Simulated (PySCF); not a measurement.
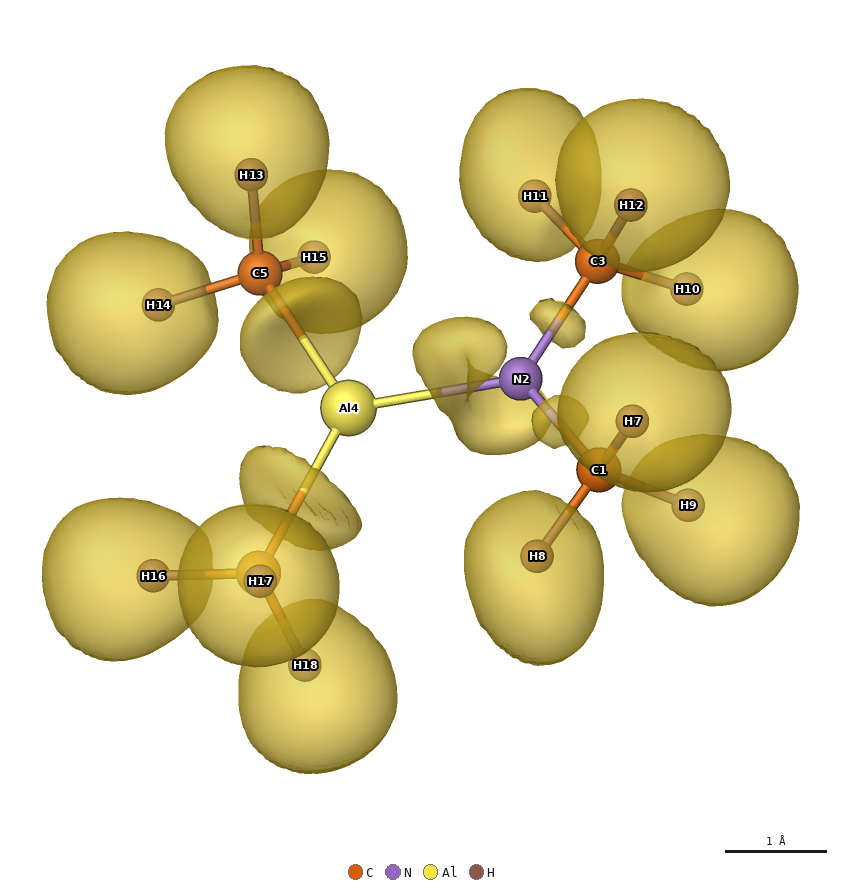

The picture shows: C4H12AlN (SMILES C[N](C)[Al]([CH3])[CH3]). Isosurface of the electron localisation function at 0.85 (yellow), seen at a tilt. Only the valence region is drawn (cores and ρ < 0.01 e/Å³ removed).

Geometry: GFN2-xTB.

Computed with B3LYP/def2-SVPD, SCF density, gas phase (PySCF 2.14.0).

Input

```
{"job": {"kind": "uv", "xc": "B3LYP", "basis": "def2-SVPD", "nstates": 8, "ntriplets": 3}, "charge": 0, "multiplicity": 1}
C      1.701485    -1.274084     0.200677
N      0.948452    -0.040301     0.089952
C      1.812483     1.122829     0.137324
Al    -0.848878     0.037060    -0.082183
C     -1.694011     1.831685    -0.276646
C     -1.865456    -1.677589    -0.067656
H      2.256761    -1.318957     1.146476
H      1.010751    -2.116387     0.159146
H      2.425805    -1.372838    -0.618053
H      2.540768     1.113144    -0.683800
H      1.202923     2.022248     0.051230
H      2.370202     1.165855     1.081780
H     -1.548687     2.462717     0.605566
H     -2.774125     1.740606    -0.425438
H     -1.301658     2.397148    -1.127322
H     -2.942973    -1.492271    -0.109811
H     -1.680983    -2.277548     0.828714
H     -1.621618    -2.317001    -0.921611
```

Launched as:

```sh
OMP_NUM_THREADS=1 python probes_run.py task.json out
```

Question: Describe the localisation domains.

Answer: The surface consists of two regions between bonded Al–C atoms (shared pairs), two regions between bonded C–N atoms (shared pairs), twelve regions around hydrogen nuclei and one lobe of the valence shell of N pointing towards Al. Profiles from the grid: C–N (1.45 Å): the ELF peaks at about 0.95 between the atoms (a shared electron pair). Al–N (1.81 Å): the ELF peaks at about 0.90 in the valence shell of N, 0.6 Å from its nucleus, and is about 0.65 at the midpoint.
